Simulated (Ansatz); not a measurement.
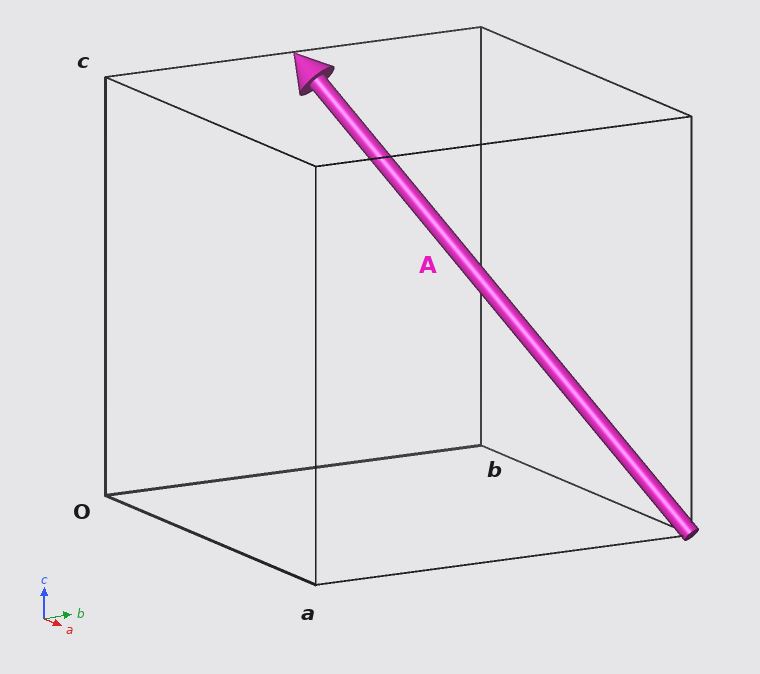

Crystal: Si₂Ni, the end point of a relaxation with DFT PBE+D3(BJ), scalar-relativistic, plane waves, PAW (Ansatz). The arrow starts at a corner of the unit cell and ends on its surface; where a tip isn't a corner, dashed lines run from it parallel to the axes. The drawing is computed from the coordinates (standard cell, symmetry found to 0.002 Å).

a = 5.382 Å, b = 5.382 Å, c = 5.382 Å, α = 90.00°, β = 90.00°, γ = 90.00°.

### Index the direction.

Arrow A runs from (1, 1, 0) to (0, 1/2, 1), so [−2 −1 2].

### How long is the vector ua + vb + wc?

16.145 Å.

### In No. 225, Fm-3m, how many directions are equivalent to A (Laue class m-3m, both senses counted)?

24.
